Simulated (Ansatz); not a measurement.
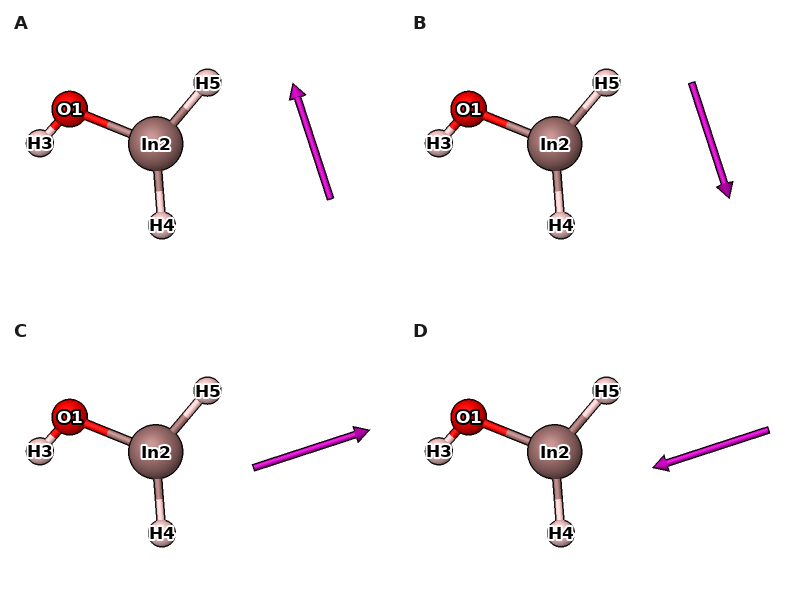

The same molecule four times, each with an arrow. Computed geometry: PBE-D4/def2-SVP optimisation. No frequency run is at hand to confirm it as a minimum. Method: RKS PBE-D4/def2-SVP, core potentials on In (Ansatz 0.2.0).

Which arrow points along the dipole moment, from the negative to the positive end?

B. The dipole moment is 1.69 D; it points from the side of O1 to the side of H4 (the outermost atoms at the two ends).
